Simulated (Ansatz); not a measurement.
**SiNH3 (triplet): correlated methods under varied settings at distance N1–H4 along a hydrogen transfer = 1.170 Å**

What do other methods and options give for SiNH3 (triplet) at this geometry, and how long do they take?

Program: Ansatz 0.2.0, Gaussian basis. Level of theory: the settings change from run to run. These are calculated values, not measurements.

8 further runs of the same task are left out: 2 for a mislabelled method, 3 that didn't finish, 3 set aside as unsound or not needed.

## Step 1: What is computed

The geometry derives from fragments relaxed apart (PBE0/def2-TZVP) and kept rigid, so it is no stationary point. A hydrogen atom is moved between rigid fragments.

5 atoms, charge 0, spin multiplicity 3.

Atoms are counted from 1 here; the program's logs count them from 0.

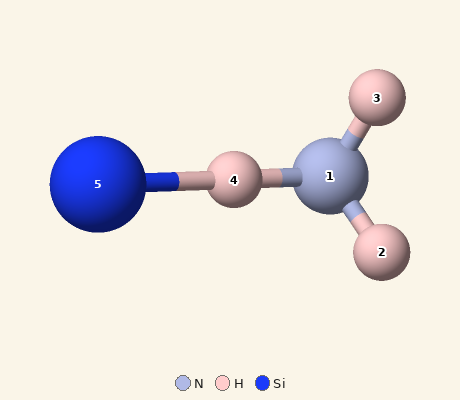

The geometry (nitrogen light blue, hydrogen pink, silicon blue); atoms are numbered from 1 in the order of the file.

## Step 2: CCSD(T) on UHF/STO-3G

in.yaml reads:

```yaml
crystal:
  periodic: [false, false, false]
  atoms:
    - {symbol: N, position_ang: [-1.768977, -0.012635, -0.019666]}
    - {symbol: H, position_ang: [-2.066257, 0.955198, -0.019665]}
    - {symbol: H, position_ang: [-2.066256, -0.414934, 0.860594]}
    - {symbol: H, position_ang: [-0.598977, -0.012635, -0.019666]}
    - {symbol: Si, position_ang: [1.052023, -0.012634, -0.019666]}
basis:
  gaussian: {orbitals: STO-3G}
magnetization: {spin_polarized: true, initial_magnetization: 2}
correlation: {method: ccsd_t, electrons: valence}
output: {forces: true}
```

On the command line:

```bash
> ansatz run in.yaml --threads 1 --pin off --events-out ev --progress --plain --max-ram 2393MiB
```

The log of the run, cut to the lines that bear on the results:

```text
Functional definition: HF
  name "HF"
  cite "Fock, Z. Phys. 61, 126 (1930) doi:10.1007/BF01340294"
  parent pbe
[...]
196 factors; integrals over basis functions are off by at most 3.2e-5 eV
[...]
mean field -9275.91322558 eV, -340.8835236002 hartree, gradient 2.8e-6 eV, S^2 2.015325; 13 other end points of the search recorded, 0 dependent functions left out
determinant -9275.91322558 eV, -340.8835236002 hartree, with singles and doubles -9278.24321147 eV, -340.9691490023 hartree
determinant -9275.89549604 eV, -340.8828720519 hartree, with singles and doubles -9278.22387553 eV, -340.9684384198 hartree
determinant -9275.77003158 eV, -340.8782613177 hartree, with singles and doubles -9278.20902498 eV, -340.9678926721 hartree
determinant -9275.76116194 eV, -340.8779353647 hartree, with singles and doubles -9278.21840021 eV, -340.9682372052 hartree
determinant -9275.91322558 eV, -340.8835236002 hartree, with singles and doubles -9278.24380652 eV, -340.9691708700 hartree
determinant -9275.89549604 eV, -340.8828720519 hartree, with singles and doubles -9278.22372298 eV, -340.9684328136 hartree
determinant -9275.77003158 eV, -340.8782613177 hartree, with singles and doubles -9278.20238228 eV, -340.9676485575 hartree
determinant -9275.76116194 eV, -340.8779353647 hartree, with no singles and doubles
6 core orbitals not correlated: weight in the atoms' cores, before any rotation towards them, 1.000 or more for the frozen orbitals, at most 0.000 for the correlated occupied ones
reference -9275.91322558 eV, -340.8835236002 hartree; 7, 5 occupied and 4, 6 virtual orbitals, 196 factors
second order -1.62487793 eV of doubles, -0.00000000 eV of singles
cycle   1  -2.33058296 eV  change   -2.0e-6 eV  update   2.2e-6
[...]
cycle  12  -2.33058302 eV  change   -1.1e-9 eV  update   6.9e-9
perturbative correction -0.01088623 eV, -0.0004000614 hartree
[...]
Total energy: -9278.25469483 eV, -340.9695710080 hartree
Atom 0 at    -1.768977    -0.012635    -0.019666 Å, force     1.261530    -2.322108    -3.614385 eV/Å
Atom 1 at    -2.066257     0.955198    -0.019665 Å, force    -0.501604     2.519298     0.570443 eV/Å
Atom 2 at    -2.066256    -0.414934     0.860594 Å, force    -0.501603    -0.528370     2.528457 eV/Å
Atom 3 at    -0.598977    -0.012635    -0.019666 Å, force    -3.290481     0.379205     0.590239 eV/Å
Atom 4 at     1.052023    -0.012634    -0.019666 Å, force     3.032158    -0.048025    -0.074753 eV/Å
Dipole moment:     0.338751     0.161654     0.251616 e Å
```

Run time: 1.5 s. Hardware: 1 thread of Arm Neoverse V1, shared host.

From the report: ⟨S²⟩ of the determinant 2.015 (pure triplet: 2.00); correlation -2.3415 eV; T1 0.020; largest double amplitude 0.07.

## Step 3: NEVPT4(SD)(12,7)/STO-3G

Edit in.yaml of step 2 so:

```diff
@@ -10,4 +10,4 @@
   gaussian: {orbitals: STO-3G}
-magnetization: {spin_polarized: true, initial_magnetization: 2}
-correlation: {method: ccsd_t, electrons: valence}
-output: {forces: true}
+magnetization: {spin_polarized: false, initial_magnetization: 2}
+correlation: {method: fic_nevpt4_sd, electrons: outside_noble_gas, active_space: {window: {electrons: 12, orbitals: 7}, states: [{multiplicity: 3, weights: [0.5, 1, 1]}], root: 2}}
+accuracy: high
```

Same command.

The log of the run, cut to the lines that bear on the results:

```text
Functional definition: HF
  name "HF"
  cite "Fock, Z. Phys. 61, 126 (1930) doi:10.1007/BF01340294"
  parent pbe
[...]
269 factors; integrals over basis functions are off by at most 1.3e-8 eV
[...]
mean field -9275.80371541 eV, -340.8794991756 hartree, gradient 2.9e-8 eV, S^2 2.000000; 10 other end points of the search recorded, 0 dependent functions left out
reference -9275.80371541 eV, -340.8794991756 hartree; 13, 11 occupied and 4, 6 virtual orbitals, 269 factors
state -9274.86525729 eV, -340.8450114759 hartree
state -9270.28244004 eV, -340.6765960482 hartree
state -9268.40682362 eV, -340.6076684162 hartree
state -9274.86525729 eV, -340.8450114759 hartree; corrected -9277.95463572 eV, -340.9585440393 hartree
state -9270.28244004 eV, -340.6765960482 hartree; corrected -9272.51310654 eV, -340.7585715302 hartree
state -9268.40682362 eV, -340.6076684162 hartree; corrected -9270.64119149 eV, -340.6897799208 hartree
Total energy: -9270.64119149 eV, -340.6897799208 hartree
```

Run time: 1.3 s. Hardware: 1 thread of Arm Neoverse V1, shared host.

From the report: 20 determinants; active occupations (of the averaged states) 2.00, 2.00, 2.00, 1.93, 1.42, 1.40, 1.25.

## Step 4: NEVPT2(4,3)/6-31G

in.yaml reads:

```yaml
crystal:
  periodic: [false, false, false]
  atoms:
    - {symbol: N, position_ang: [-1.768977, -0.012635, -0.019666]}
    - {symbol: H, position_ang: [-2.066257, 0.955198, -0.019665]}
    - {symbol: H, position_ang: [-2.066256, -0.414934, 0.860594]}
    - {symbol: H, position_ang: [-0.598977, -0.012635, -0.019666]}
    - {symbol: Si, position_ang: [1.052023, -0.012634, -0.019666]}
basis:
  gaussian: {orbitals: 6-31G}
magnetization: {spin_polarized: false, initial_magnetization: 2}
correlation: {method: sc_nevpt2, electrons: outside_noble_gas, active_space: {window: {electrons: 4, orbitals: 3}, states: [{multiplicity: 3, weights: [0.5, 1, 1]}]}}
scf: {lower_state_search: light}
output: {forces: true}
```

Same command.

The log of the run, cut to the lines that bear on the results:

```text
Functional definition: HF
  name "HF"
  cite "Fock, Z. Phys. 61, 126 (1930) doi:10.1007/BF01340294"
  parent pbe
[...]
614 factors; integrals over basis functions are off by at most 5.7e-8 eV
[...]
mean field -9386.12302643 eV, -344.9336590788 hartree, gradient 7.6e-6 eV, S^2 2.000000; 11 other end points of the search recorded, 0 dependent functions left out
reference -9386.12302643 eV, -344.9336590788 hartree; 13, 11 occupied and 15, 17 virtual orbitals, 614 factors
state -9384.05836379 eV, -344.8577841262 hartree
state -9381.77700510 eV, -344.7739457406 hartree
state -9381.12497804 eV, -344.7499841882 hartree
state -9384.05836379 eV, -344.8577841262 hartree; corrected -9389.92538372 eV, -345.0733931317 hartree
state -9381.77700510 eV, -344.7739457406 hartree; corrected -9385.90917494 eV, -344.9258001813 hartree
state -9381.12497804 eV, -344.7499841882 hartree; corrected -9385.02957879 eV, -344.8934756188 hartree
[...]
Total energy: -9386.36057823 eV, -344.9423889464 hartree
Atom 0 at    -1.768977    -0.012635    -0.019666 Å, force    -2.046536     1.161811     1.808372 eV/Å
Atom 1 at    -2.066257     0.955198    -0.019665 Å, force    -0.839076     0.715989    -1.092749 eV/Å
Atom 2 at    -2.066256    -0.414934     0.860594 Å, force    -0.839075    -1.291488     0.196980 eV/Å
Atom 3 at    -0.598977    -0.012635    -0.019666 Å, force     0.539551    -0.610768    -0.950667 eV/Å
Atom 4 at     1.052023    -0.012634    -0.019666 Å, force     3.185137     0.024456     0.038064 eV/Å
Dipole moment:    -1.297183     0.162007     0.252167 e Å
```

It took 2 s on 1 thread of Arm Neoverse V1, shared host.

From the report: 4 determinants; active occupations (of the averaged states) 1.40, 1.40, 1.20.

## Step 5: NEVPT2(2,6)/cc-pVDZ

Edit in.yaml of step 4 so:

```diff
@@ -9,6 +9,5 @@
 basis:
-  gaussian: {orbitals: 6-31G}
+  gaussian: {orbitals: cc-pVDZ}
 magnetization: {spin_polarized: false, initial_magnetization: 2}
-correlation: {method: sc_nevpt2, electrons: outside_noble_gas, active_space: {window: {electrons: 4, orbitals: 3}, states: [{multiplicity: 3, weights: [0.5, 1, 1]}]}}
-scf: {lower_state_search: light}
+correlation: {method: sc_nevpt2, electrons: outside_noble_gas, active_space: {window: {electrons: 2, orbitals: 6}}}
 output: {forces: true}
```

The command is unchanged.

The log of the run, cut to the lines that bear on the results:

```text
Functional definition: HF
  name "HF"
  cite "Fock, Z. Phys. 61, 126 (1930) doi:10.1007/BF01340294"
  parent pbe
[...]
451 factors; integrals over basis functions are off by at most 1.1e-3 eV
[...]
mean field -9387.64561696 eV, -344.9896132486 hartree, gradient 1.2e-6 eV, S^2 2.000000; 11 other end points of the search recorded, 0 dependent functions left out
reference -9387.64561696 eV, -344.9896132486 hartree; 13, 11 occupied and 34, 36 virtual orbitals, 451 factors
state -9387.79895561 eV, -344.9952483401 hartree
state -9387.79895561 eV, -344.9952483401 hartree; corrected -9394.51911735 eV, -345.2422097287 hartree
[...]
Total energy: -9394.51911735 eV, -345.2422097287 hartree
Atom 0 at    -1.768977    -0.012635    -0.019666 Å, force     2.827726    -0.698599    -1.087378 eV/Å
Atom 1 at    -2.066257     0.955198    -0.019665 Å, force     0.265495     0.675230     0.161123 eV/Å
Atom 2 at    -2.066256    -0.414934     0.860594 Å, force     0.265495    -0.134128     0.681106 eV/Å
Atom 3 at    -0.598977    -0.012635    -0.019666 Å, force    -5.455295     0.080736     0.125670 eV/Å
Atom 4 at     1.052023    -0.012634    -0.019666 Å, force     2.096580     0.076761     0.119478 eV/Å
Dipole moment:    -0.207232     0.169935     0.264506 e Å
```

It took 6 s on 1 thread of Arm Neoverse V1, shared host.

From the report: 18 determinants; active occupations 0.99, 0.99, 0.00, 0.00, 0.00, 0.00.

## Step 6: HF/6-31G*

Edit in.yaml of step 5 so:

```diff
@@ -9,5 +9,5 @@
 basis:
-  gaussian: {orbitals: cc-pVDZ}
+  gaussian: {orbitals: "6-31G*"}
 magnetization: {spin_polarized: false, initial_magnetization: 2}
-correlation: {method: sc_nevpt2, electrons: outside_noble_gas, active_space: {window: {electrons: 2, orbitals: 6}}}
-output: {forces: true}
+hamiltonian: {xc: hf}
+output: {orbitals: {seedname: orbitals}}
```

Launched as before.

The log of the run, cut to the lines that bear on the results:

```text
Functional definition: HF
  name "HF"
  cite "Fock, Z. Phys. 61, 126 (1930) doi:10.1007/BF01340294"
  parent pbe
[...]
398 factors; integrals over basis functions are off by at most 8.7e-4 eV
[...]
mean field -9386.81768997 eV, -344.9591874930 hartree, gradient 9.7e-6 eV, S^2 2.000000; 7 other end points of the search recorded, 0 dependent functions left out
reference -9386.81768997 eV, -344.9591874930 hartree; 13, 11 occupied and 27, 29 virtual orbitals, 398 factors
Total energy: -9386.81768997 eV, -344.9591874930 hartree
```

It took 0.9 s on 1 thread of Arm Neoverse V1, shared host.

## Step 7: CCSD on UHF/STO-3G

Edit in.yaml of step 6 so:

```diff
@@ -9,5 +9,4 @@
 basis:
-  gaussian: {orbitals: "6-31G*"}
-magnetization: {spin_polarized: false, initial_magnetization: 2}
-hamiltonian: {xc: hf}
-output: {orbitals: {seedname: orbitals}}
+  gaussian: {orbitals: STO-3G}
+magnetization: {spin_polarized: true, initial_magnetization: 2}
+correlation: {method: ccsd, electrons: all}
```

Same command.

The log of the run, cut to the lines that bear on the results:

```text
Functional definition: HF
  name "HF"
  cite "Fock, Z. Phys. 61, 126 (1930) doi:10.1007/BF01340294"
  parent pbe
[...]
196 factors; integrals over basis functions are off by at most 3.2e-5 eV
[...]
mean field -9275.91322558 eV, -340.8835236002 hartree, gradient 2.8e-6 eV, S^2 2.015325; 13 other end points of the search recorded, 0 dependent functions left out
determinant -9275.91322558 eV, -340.8835236002 hartree, with singles and doubles -9278.29803296 eV, -340.9711636549 hartree
determinant -9275.89549604 eV, -340.8828720519 hartree, with singles and doubles -9278.27873146 eV, -340.9704543381 hartree
determinant -9275.77003158 eV, -340.8782613177 hartree, with singles and doubles -9278.25890996 eV, -340.9697259112 hartree
determinant -9275.76116194 eV, -340.8779353647 hartree, with singles and doubles -9278.26924934 eV, -340.9701058765 hartree
determinant -9275.91322558 eV, -340.8835236002 hartree, with singles and doubles -9278.29856784 eV, -340.9711833116 hartree
determinant -9275.89549604 eV, -340.8828720519 hartree, with singles and doubles -9278.27857755 eV, -340.9704486819 hartree
determinant -9275.77003158 eV, -340.8782613177 hartree, with singles and doubles -9278.25466350 eV, -340.9695698566 hartree
determinant -9275.76116194 eV, -340.8779353647 hartree, with singles and doubles -9278.25751945 eV, -340.9696748109 hartree
reference -9275.91322558 eV, -340.8835236002 hartree; 13, 11 occupied and 4, 6 virtual orbitals, 196 factors
second order -1.68321103 eV of doubles, -0.00000000 eV of singles
cycle   1  -2.38534406 eV  change   -1.8e-6 eV  update   2.1e-6
Total energy: -9278.29856964 eV, -340.9711833778 hartree
```

Run time: 1.8 s. Hardware: 1 thread of Arm Neoverse V1, shared host.

From the report: ⟨S²⟩ of the determinant 2.015 (pure triplet: 2.00); correlation -2.3853 eV; T1 0.014; largest double amplitude 0.07.

## Step 8: NEVPT2(4,5)/def2-SVP

Edit in.yaml of step 7 so:

```diff
@@ -9,4 +9,5 @@
 basis:
-  gaussian: {orbitals: STO-3G}
-magnetization: {spin_polarized: true, initial_magnetization: 2}
-correlation: {method: ccsd, electrons: all}
+  gaussian: {orbitals: def2-SVP}
+magnetization: {spin_polarized: false, initial_magnetization: 2}
+correlation: {method: sc_nevpt2, electrons: outside_noble_gas, active_space: {window: {electrons: 4, orbitals: 5}}}
+scf: {lower_state_search: full}
```

The command is unchanged.

The log of the run, cut to the lines that bear on the results:

```text
Functional definition: HF
  name "HF"
  cite "Fock, Z. Phys. 61, 126 (1930) doi:10.1007/BF01340294"
  parent pbe
[...]
468 factors; integrals over basis functions are off by at most 1.3e-3 eV
[...]
mean field -9383.72386456 eV, -344.8454915062 hartree, gradient 1.3e-6 eV, S^2 2.000000; 17 other end points of the search recorded, 0 dependent functions left out
reference -9383.72386456 eV, -344.8454915062 hartree; 13, 11 occupied and 34, 36 virtual orbitals, 468 factors
state -9384.51539352 eV, -344.8745796590 hartree
state -9384.51539352 eV, -344.8745796590 hartree; corrected -9390.45209639 eV, -345.0927494653 hartree
Total energy: -9390.45209639 eV, -345.0927494653 hartree
```

Wall time 4 s (1 thread of Arm Neoverse V1, shared host).

From the report: 48 determinants; active occupations 1.96, 1.00, 1.00, 0.04, 0.00.

## Step 9: CCSD on ROHF/cc-pVDZ

Edit in.yaml of step 8 so:

```diff
@@ -9,5 +9,4 @@
 basis:
-  gaussian: {orbitals: def2-SVP}
+  gaussian: {orbitals: cc-pVDZ}
 magnetization: {spin_polarized: false, initial_magnetization: 2}
-correlation: {method: sc_nevpt2, electrons: outside_noble_gas, active_space: {window: {electrons: 4, orbitals: 5}}}
-scf: {lower_state_search: full}
+correlation: {method: ccsd, electrons: outside_noble_gas}
```

Same command.

The log of the run, cut to the lines that bear on the results:

```text
Functional definition: HF
  name "HF"
  cite "Fock, Z. Phys. 61, 126 (1930) doi:10.1007/BF01340294"
  parent pbe
[...]
451 factors; integrals over basis functions are off by at most 1.1e-3 eV
[...]
mean field -9387.64561696 eV, -344.9896132486 hartree, gradient 1.2e-6 eV, S^2 2.000000; 14 other end points of the search recorded, 0 dependent functions left out
[...]
determinant -9387.64561696 eV, -344.9896132486 hartree, with singles and doubles -9395.39884628 eV, -345.2745391706 hartree
determinant -9387.18431415 eV, -344.9726606831 hartree, with singles and doubles -9395.01810977 eV, -345.2605473619 hartree
determinant -9387.11441456 eV, -344.9700919204 hartree, with singles and doubles -9394.93636989 eV, -345.2575434770 hartree
determinant -9387.64561696 eV, -344.9896132486 hartree, with singles and doubles -9395.39960138 eV, -345.2745669201 hartree
determinant -9387.18431415 eV, -344.9726606831 hartree, with singles and doubles -9395.01693072 eV, -345.2605040327 hartree
determinant -9387.11441456 eV, -344.9700919204 hartree, with singles and doubles -9394.93593728 eV, -345.2575275786 hartree
6 core orbitals not correlated: weight in the atoms' cores, before any rotation towards them, 1.000 or more for the frozen orbitals, at most 0.000 for the correlated occupied ones
reference -9387.64561696 eV, -344.9896132486 hartree; 7, 5 occupied and 34, 36 virtual orbitals, 451 factors
second order -6.77070000 eV of doubles, -0.07214933 eV of singles
cycle   1  -7.75398821 eV  change   -3.8e-6 eV  update   3.6e-6
Total energy: -9395.39960517 eV, -345.2745670593 hartree
```

It took 7 s on 1 thread of Arm Neoverse V1, shared host.

From the report: correlation -7.7540 eV; T1 0.023; largest double amplitude 0.08.

## Step 10: The runs in one table

Where basis and cores are those of an earlier UCCSDT(Q)/cc-pVDZ run (-9395.6523 eV), and the state is the same kind, the miss against it is given.

| level | correlated | functions | energy (eV) | from UCCSDT(Q) (meV) | time |
| --- | --- | --- | --- | --- | --- |
| CCSD(T) on UHF/STO-3G | valence | 17 | -9278.2547 |  | 1.5 s |
| NEVPT4(SD)(12,7)/STO-3G (excited root 2 of an average) | outside noble gas | 17 | -9270.6412 |  | 1.3 s |
| NEVPT2(4,3)/6-31G (mean of several states) | outside noble gas | 28 | -9386.3606 |  | 2 s |
| NEVPT2(2,6)/cc-pVDZ | outside noble gas | 47 | -9394.5191 | 1133.2 | 6 s |
| HF/6-31G* |  | 40 | -9386.8177 |  | 0.9 s |
| CCSD on UHF/STO-3G | all | 17 | -9278.2986 |  | 1.8 s |
| NEVPT2(4,5)/def2-SVP | outside noble gas | 47 | -9390.4521 |  | 4 s |
| CCSD on ROHF/cc-pVDZ | outside noble gas | 47 | -9395.3996 | 252.7 | 7 s |

## Step 11: Summary of results

```
quantity                      value
    runs                          8
quickest           HF/6-31G*, 0.9 s
 slowest  CCSD on ROHF/cc-pVDZ, 7 s
```

What this shows: Total energies in different bases, with other cores or another treatment of relativity can't be set against each other. CCSD on ROHF/cc-pVDZ took 8 times as long as HF/6-31G*; the jobs differ in more than the method. Among the correlated runs with a miss given, it spans +253 to +1133 meV.
